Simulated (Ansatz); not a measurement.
# Convergence study of the k-point mesh at a smearing width of 0.3 eV for LaC₂ (Imm2, 3 atoms in the cell)

```xyz
3
Lattice="-2.0051 2.4423 2.7287 2.0051 -2.4423 2.7287 2.0051 2.4423 -2.7287" Properties=species:S:1:pos:R:3 pbc="T T T"
La     0.0000     0.0000     0.0500
C      0.0000     0.6507     2.7287
C      2.0051     1.7916     0.0000
```

Level of theory: PBEsol, default PAW files made with PBE (plane waves; Ansatz, an electronic-structure program).

Base settings: basis.ecutwfc = 30.9 Ry; kpoints.mp_grid.grid = 11 11 11; hamiltonian.xc = pbesol; hamiltonian.pseudopotentials = {kind: paw} (the program's default PAW files); scf.occupations.method = gaussian; scf.occupations.width = 0.0073 Ry.

In this ladder: scf.occupations.width = 0.022 Ry.

Only quantities that move along the ladder and can be compared are tabulated.

The count of work is k-points × plane waves × bands × iterations; it is no time. 

The starting cell comes from a database of computed structures (which also holds hypothetical and non-ambient phases and stackings), without a prior relaxation at this level. Its lattice was rescaled by up to half a per cent. One atom was moved a little off its site on purpose. In the base run, with a pressure of about -4 GPa the cell is away from its equilibrium volume at this level. Ansatz's pressure includes its estimate of the finite-basis (Pulay) stress.

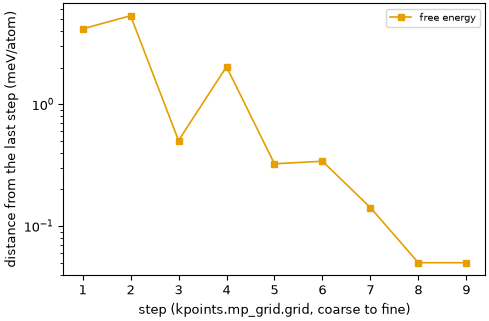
Figure: Distance from the last step along the ladder; very small values are drawn at a floor.

| kpoints.mp_grid.grid | free energy less the last step's (meV/atom) | pressure (GPa) | largest difference of a force vector from the last step's (eV/Å) | count of work / last |
|---|---|---|---|---|
| 4 4 4 | 4.16 | -3.96 | 0.047 | 0.0096 |
| 5 5 5 | -5.33 | -4.19 | 0.066 | 0.014 |
| 6 6 6 | 0.50 | -3.95 | 0.008 | 0.021 |
| 7 7 7 | 2.03 | -3.94 | 0.007 | 0.034 |
| 8 8 8 | -0.32 | -4.02 | 0.007 | 0.050 |
| 10 10 10 | 0.34 | -3.98 | 0.004 | 0.078 |
| 12 12 12 | -0.14 | -4.01 | 0.001 | 0.13 |
| 14 14 14 | 0.03 | -4.00 | 0.000 | 0.19 |
| 17 17 17 | 0.01 | -4.00 | 0.000 | 0.33 |
| 25 25 25 | 0.00 | -4.00 | 0.000 | 1.0 |

Coarsest kpoints.mp_grid.grid that holds the free energy within 1 meV/atom of the last step, with all finer ones: 8 8 8, at 0.050 of the last step's count of work; the step before is off by 2.0 meV/atom.

Coarsest kpoints.mp_grid.grid that holds the pressure within 0.1 GPa of the last step, with all finer ones: 6 6 6, at 0.021 of the last step's count of work; the step before is off by 0.19 GPa.

Coarsest kpoints.mp_grid.grid that holds the forces within 0.01 eV/Å of the last step, with all finer ones: 6 6 6, at 0.021 of the last step's count of work; the step before is off by 0.066 eV/Å.

Keys are those of Ansatz 0.2.
